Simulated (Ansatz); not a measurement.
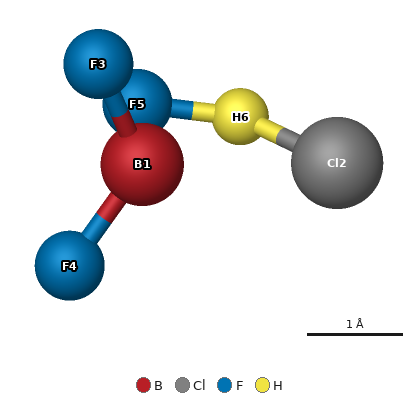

Figure 1. The input geometry (ball-and-stick view, seen at a tilt; atoms are numbered from 1 in the order of the input). Bond lengths as drawn: B–F 1.32 Å, Cl–H 1.36 Å and F–H 1.09 Å.

**Run report: BHClF$_{3}$, geometry relaxation**

- system: BHClF$_{3}$
- method: RKS B3LYP-D4/def2-SVP (Ansatz 0.2.0)

The input holds or restrains some coordinates. It belongs to a series of runs on one base structure; here: pulled along the bonds that form and break, towards end B. Figures and captions count atoms from 1; the log counts them from 0 in places.

## Input
```yaml
crystal:
  periodic: [false, false, false]
  atoms:
    - { symbol: B, position_ang: [0.0, 0.0, 0.0] }
    - { symbol: Cl, position_ang: [0.0, 0.0, 2.21] }
    - { symbol: F, position_ang: [1.1431, 0.0, -0.66] }
    - { symbol: F, position_ang: [-1.1431, 0.0, -0.66] }
    - { symbol: F, position_ang: [0.0677, -1.5359, 0.5108] }
    - { symbol: H, position_ang: [0.0526, -1.1933, 1.5499] }
basis:
  gaussian: { orbitals: def2-SVP }
hamiltonian:
  xc: b3lyp
  dispersion: d4
relax:
  f_tol: 0.15
  max_steps: 25
  restrain:
    - { distance: [0, 4], at: 1.32, k: 30.0 }
    - { distance: [5, 1], at: 1.37, k: 30.0 }
    - { distance: [0, 1], at: 3.06, k: 30.0 }
    - { distance: [5, 4], at: 2.12, k: 30.0 }
```

Hardware: 1 thread of Arm Neoverse V2, 24 GiB of memory available, shared host.

Launch command:
```bash
ansatz run input.yaml --threads 1 --pin off --max-ram 2048MiB --backend cpu --events-out ev --progress --plain --runs-dir out
```

## Output
```
The last accepted step is kept in [file] (removed where the run ends without a failure and the disk answers)
Engine: ansatz 0.2.0, aarch64-unknown-linux-gnu
Functional definition: B3LYP
  parameter a0 = 0.2
  parameter ax = 0.72
  parameter ac = 0.81
  exchange = (1 - a0 - ax)*slater_x + ax*b88_x + a0*exact_x
  correlation = (1 - ac)*vwn_rpa_c + ac*lyp_c
822 factors; integrals over basis functions are off by at most 4.0e-4 eV
mean field evaluation 1: about -21354.8983 eV, gradient 4.5e1 eV
mean field evaluation 2: about -21350.5870 eV, gradient 7.1e1 eV
mean field evaluation 4: about -21357.9047 eV, gradient 1.0e0 eV
mean field evaluation 8: about -21357.9567 eV, gradient 7.1e-2 eV
mean field -21357.95673750 eV, -784.8904331599 hartree, gradient 2.0e-5 eV, S^2 0.000000; 0 other end points of the search recorded, 0 dependent functions left out
the calculation of the forces begins
reference -21357.95691904 eV, -784.8904398314 hartree; 25, 25 occupied and 54, 54 virtual orbitals, 822 factors
relax step   1: F+E_penalty+E_count = -21358.12012591 eV  Δ(F+E_penalty+E_count) = +0.000e0 eV  max|allowed force component| = 4.673e0 eV/Å  E_restraint = 27.97133436 eV  max|allowed force component, restraints' pulls added| = 3.443e1 eV/Å  Δτ_max = 0.0000 Å  (25 SCF iters, accepted)
  distance B 0 - F 4 = 1.6200 Å
  distance H 5 - Cl 1 = 1.3647 Å
  distance B 0 - Cl 1 = 2.2100 Å
  distance H 5 - F 4 = 1.0942 Å
these checks for a lower state are left out or cut short: starts, cluster_reference, orbital_swaps, neighbouring_geometries, increment
822 factors; integrals over basis functions are off by at most 3.4e-4 eV
mean field evaluation 16: about -21357.4744 eV, gradient 2.0e1 eV
mean field -21358.86251731 eV, -784.9237199541 hartree, gradient 9.0e-6 eV, S^2 0.000000; 0 other end points of the search recorded, 0 dependent functions left out
the calculation of the forces begins
reference -21358.86270659 eV, -784.9237269100 hartree; 25, 25 occupied and 54, 54 virtual orbitals, 822 factors
relax step   2: F+E_penalty+E_count = -21359.02495441 eV  Δ(F+E_penalty+E_count) = -9.048e-1 eV  max|allowed force component| = 5.513e0 eV/Å  E_restraint = 13.06357864 eV  max|allowed force component, restraints' pulls added| = 2.307e1 eV/Å  Δτ_max = 0.1966 Å  (35 SCF iters, accepted)
  distance B 0 - F 4 = 1.5262 Å
  distance H 5 - Cl 1 = 1.3924 Å
  distance B 0 - Cl 1 = 2.5254 Å
  distance H 5 - F 4 = 1.3837 Å
these checks for a lower state are left out or cut short: starts, cluster_reference, orbital_swaps, neighbouring_geometries, increment
822 factors; integrals over basis functions are off by at most 4.0e-4 eV
mean field -21359.86166282 eV, -784.9604378745 hartree, gradient 6.0e-6 eV, S^2 0.000000; 0 other end points of the search recorded, 0 dependent functions left out
the calculation of the forces begins
reference -21359.86185599 eV, -784.9604449732 hartree; 25, 25 occupied and 54, 54 virtual orbitals, 822 factors
relax step   3: F+E_penalty+E_count = -21360.02107400 eV  Δ(F+E_penalty+E_count) = -9.961e-1 eV  max|allowed force component| = 4.191e0 eV/Å  E_restraint = 3.09715122 eV  max|allowed force component, restraints' pulls added| = 1.153e1 eV/Å  Δτ_max = 0.1948 Å  (34 SCF iters, accepted)
  distance B 0 - F 4 = 1.3759 Å
  distance H 5 - Cl 1 = 1.3476 Å
  distance B 0 - Cl 1 = 2.8169 Å
  distance H 5 - F 4 = 1.7408 Å
these checks for a lower state are left out or cut short: starts, cluster_reference, orbital_swaps, neighbouring_geometries, increment
822 factors; integrals over basis functions are off by at most 4.9e-4 eV
mean field evaluation 32: about -21359.2047 eV, gradient 2.0e1 eV
mean field -21360.45333654 eV, -784.9821814824 hartree, gradient 6.6e-6 eV, S^2 0.000000; 0 other end points of the search recorded, 0 dependent functions left out
the calculation of the forces begins
reference -21360.45353386 eV, -784.9821887339 hartree; 25, 25 occupied and 54, 54 virtual orbitals, 822 factors
relax step   4: F+E_penalty+E_count = -21360.60636439 eV  Δ(F+E_penalty+E_count) = -5.853e-1 eV  max|allowed force component| = 1.515e0 eV/Å  E_restraint = 0.12596338 eV  max|allowed force component, restraints' pulls added| = 2.631e0 eV/Å  Δτ_max = 0.2000 Å  (34 SCF iters, accepted)
  distance B 0 - F 4 = 1.2982 Å
  distance H 5 - Cl 1 = 1.3216 Å
  distance B 0 - Cl 1 = 3.0470 Å
  distance H 5 - F 4 = 2.0464 Å
these checks for a lower state are left out or cut short: starts, cluster_reference, orbital_swaps, neighbouring_geometries, increment
822 factors; integrals over basis functions are off by at most 5.4e-4 eV
mean field -21360.56077385 eV, -784.9861297307 hartree, gradient 1.1e-5 eV, S^2 0.000000; 0 other end points of the search recorded, 0 dependent functions left out
the calculation of the forces begins
reference -21360.56097315 eV, -784.9861370550 hartree; 25, 25 occupied and 54, 54 virtual orbitals, 822 factors
relax step   5: F+E_penalty+E_count = -21360.71298809 eV  Δ(F+E_penalty+E_count) = -1.066e-1 eV  max|allowed force component| = 1.301e0 eV/Å  E_restraint = 0.01440032 eV  max|allowed force component, restraints' pulls added| = 5.912e-1 eV/Å  Δτ_max = 0.2000 Å  (28 SCF iters, accepted)
  distance B 0 - F 4 = 1.3208 Å
  distance H 5 - Cl 1 = 1.3416 Å
  distance B 0 - Cl 1 = 3.0578 Å
  distance H 5 - F 4 = 2.1079 Å
these checks for a lower state are left out or cut short: starts, cluster_reference, orbital_swaps, neighbouring_geometries, increment
822 factors; integrals over basis functions are off by at most 5.2e-4 eV
mean field -21360.58865054 eV, -784.9871541805 hartree, gradient 1.1e-5 eV, S^2 0.000000; 0 other end points of the search recorded, 0 dependent functions left out
the calculation of the forces begins
reference -21360.58885056 eV, -784.9871615310 hartree; 25, 25 occupied and 54, 54 virtual orbitals, 822 factors
relax step   6: F+E_penalty+E_count = -21360.74158334 eV  Δ(F+E_penalty+E_count) = -2.860e-2 eV  max|allowed force component| = 1.181e0 eV/Å  E_restraint = 0.01705194 eV  max|allowed force component, restraints' pulls added| = 4.335e-1 eV/Å  Δτ_max = 0.1334 Å  (27 SCF iters, accepted)
  distance B 0 - F 4 = 1.3198 Å
  distance H 5 - Cl 1 = 1.3369 Å
  distance B 0 - Cl 1 = 3.0594 Å
  distance H 5 - F 4 = 2.1138 Å
these checks for a lower state are left out or cut short: starts, cluster_reference, orbital_swaps, neighbouring_geometries, increment
822 factors; integrals over basis functions are off by at most 5.2e-4 eV
mean field -21360.60623016 eV, -784.9878002196 hartree, gradient 8.8e-6 eV, S^2 0.000000; 0 other end points of the search recorded, 0 dependent functions left out
the calculation of the forces begins
reference -21360.60642942 eV, -784.9878075422 hartree; 25, 25 occupied and 54, 54 virtual orbitals, 822 factors
relax step   7: F+E_penalty+E_count = -21360.75913047 eV  Δ(F+E_penalty+E_count) = -1.755e-2 eV  max|allowed force component| = 1.069e0 eV/Å  E_restraint = 0.02051552 eV  max|allowed force component, restraints' pulls added| = 2.574e-2 eV/Å  Δτ_max = 0.1105 Å  (28 SCF iters, accepted)
  distance B 0 - F 4 = 1.3232 Å
  distance H 5 - Cl 1 = 1.3334 Å
  distance B 0 - Cl 1 = 3.0594 Å
  distance H 5 - F 4 = 2.1239 Å
822 factors; integrals over basis functions are off by at most 5.2e-4 eV
mean field evaluation 64: about -21355.5170 eV, gradient 6.0e1 eV
```

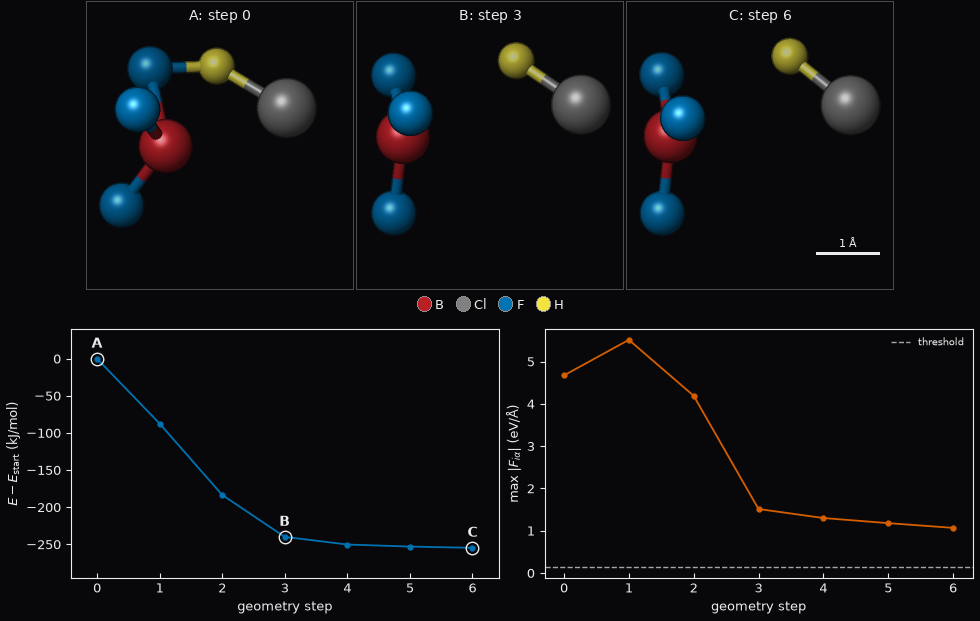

Figure 2. Frames of the restrained relaxation (ball-and-stick view, seen at a tilt) above the curves, on which the letters mark them (the first geometry is step 0 here and step 1 in the log).

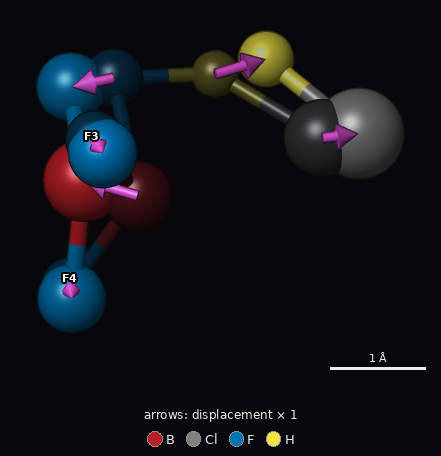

Figure 3. Start (faint) and end (solid) with the displacements as pink arrows, at true length (ball-and-stick view, seen at a tilt). The two geometries are laid on each other by the best rigid fit. Over 6 geometry steps the energy falls by 254.6 kJ/mol. Largest force component: 4.7 eV/Å at the start, 1.1 eV/Å at the end. The largest move after the best rigid fit is that of B1, 0.59 Å. Largest moves by element: B 0.59 Å, H 0.58 Å, F 0.47 Å, Cl 0.39 Å. Among the contacts that change: F5–H6 1.094 → 2.124 Å, B1–F5 1.620 → 1.323 Å, Cl2–H6 1.365 → 1.333 Å, B1–F3 1.320 → 1.311 Å. Among the angles that change: F3–B1–F5 97.0° → 119.5°, F4–B1–F5 101.2° → 119.5°. (Atoms are counted from 1 in the order of the input.)

```
mean field -21360.60623016 eV, -784.9878002196 hartree, gradient 8.8e-6 eV, S^2 0.000000; 1 other end points of the search recorded, 0 dependent functions left out
the calculation of the forces begins
reference -21360.60642942 eV, -784.9878075422 hartree; 25, 25 occupied and 54, 54 virtual orbitals, 822 factors
Total energy: -21360.75932973 eV, -784.9934265248 hartree
Atom 0 at     0.003275    -0.406664    -0.426727 Å, force    -0.005184     0.096321    -0.043723 eV/Å
Atom 1 at     0.008732     0.100212     2.590383 Å, force     0.075791    -1.048380    -0.382585 eV/Å
Atom 2 at     1.142131     0.198303    -0.661978 Å, force     0.018369     0.010015    -0.017168 eV/Å
Atom 3 at    -1.136859     0.162155    -0.734931 Å, force    -0.016626     0.011738    -0.005787 eV/Å
Atom 4 at     0.007393    -1.637230     0.059770 Å, force     0.006353    -0.138517    -0.060619 eV/Å
Atom 5 at     0.095628    -1.145976     2.124183 Å, force    -0.078704     1.068823     0.509882 eV/Å
Dipole moment:     0.017821    -0.227138    -0.013101 e Å
```

## Trajectory as extended XYZ (Å, eV, eV/Å), 7 frames, from step=1 to step=7
```
6
Properties=species:S:1:pos:R:3:forces:R:3 step=1 energy=-21358.12013
B     0.0000    0.0000    0.0000    0.2012  -4.4244  -0.2944
Cl    0.0000    0.0000    2.2100   -0.1905   4.6734   1.7655
F     1.1431    0.0000   -0.6600    0.1905   2.0106   0.4189
F    -1.1431    0.0000   -0.6600   -0.0877   1.6291   0.6725
F     0.0677   -1.5359    0.5108   -0.1966  -1.8978  -2.3731
H     0.0526   -1.1933    1.5499    0.0830  -1.9910  -0.1893
6
Properties=species:S:1:pos:R:3:forces:R:3 step=2 energy=-21359.02495
B     0.0033   -0.0991   -0.1178    0.2295  -5.5134  -0.4782
Cl   -0.0011    0.0305    2.4042    0.0017   0.2274  -0.3686
F     1.1642    0.0262   -0.6883    0.5015   2.1927   0.0581
F    -1.1615    0.0209   -0.6841   -0.3670   1.7854   0.3197
F     0.0644   -1.5490    0.3546   -0.3404   0.8878   0.0345
H     0.0509   -1.1588    1.6821   -0.0253   0.4202   0.4344
6
Properties=species:S:1:pos:R:3:forces:R:3 step=3 energy=-21360.02107
B     0.0075   -0.2365   -0.2558    0.1311  -4.1914  -0.7785
Cl   -0.0016    0.0465    2.5469    0.0437  -0.8065  -0.5765
F     1.1825    0.0649   -0.6978    0.6667   2.2190  -0.2448
F    -1.1765    0.0528   -0.6892   -0.4750   1.7931  -0.0022
F     0.0579   -1.5409    0.1792   -0.3195   0.0282   0.7681
H     0.0505   -1.1160    1.8674   -0.0472   0.9577   0.8338
6
Properties=species:S:1:pos:R:3:forces:R:3 step=4 energy=-21360.60636
B     0.0092   -0.3714   -0.4034    0.2845   0.6816  -0.8647
Cl   -0.0030    0.0818    2.6097    0.0388  -0.7181  -0.3540
F     1.2117    0.1416   -0.6900   -1.4662   0.4444   0.0297
F    -1.1997    0.1173   -0.6766    1.3027   0.3642   0.0447
F     0.0476   -1.5837    0.0595   -0.1228  -1.5147   0.6285
H     0.0544   -1.1147    2.0514   -0.0370   0.7426   0.5158
6
Properties=species:S:1:pos:R:3:forces:R:3 step=5 energy=-21360.71299
B    -0.0037   -0.3640   -0.4394   -0.0038  -0.3321  -0.0695
Cl   -0.0560    0.0651    2.5877    0.2567  -1.1776  -0.3009
F     1.1681    0.1578   -0.7168   -0.2433   0.3765  -0.0884
F    -1.1529    0.1662   -0.7895    0.3155   0.2575  -0.0191
F    -0.0122   -1.5601    0.1208   -0.0689  -0.4259  -0.0104
H     0.1770   -1.1942    2.1880   -0.2562   1.3015   0.4883
6
Properties=species:S:1:pos:R:3:forces:R:3 step=6 energy=-21360.74158
B    -0.0214   -0.3901   -0.4360    0.0754   0.0260   0.0200
Cl    0.0284    0.0871    2.5855    0.1117  -1.1114  -0.3341
F     1.1410    0.1975   -0.5924   -0.1391   0.1749  -0.1335
F    -1.1473    0.1463   -0.8438    0.1498   0.1189  -0.0137
F    -0.0416   -1.6007    0.0890   -0.0723  -0.3890  -0.0402
H     0.1611   -1.1693    2.1483   -0.1255   1.1806   0.5014
6
Properties=species:S:1:pos:R:3:forces:R:3 step=7 energy=-21360.75913
B     0.0033   -0.4067   -0.4267   -0.0052   0.0963  -0.0437
Cl    0.0087    0.1002    2.5904    0.0758  -1.0484  -0.3826
F     1.1421    0.1983   -0.6620    0.0184   0.0100  -0.0172
F    -1.1369    0.1622   -0.7349   -0.0166   0.0117  -0.0058
F     0.0074   -1.6372    0.0598    0.0064  -0.1385  -0.0606
H     0.0956   -1.1460    2.1242   -0.0787   1.0688   0.5099
```

## Summary

```csv
quantity,value
outcome,converged under the restraints of the input
total energy,−21360.7593 eV
mean-field energy,−21360.6064 eV
"largest force (length of the vector) at the end, held atoms and coordinates included",1.187 eV/Å
wall time,19 s
peak memory,0.15 GiB
```
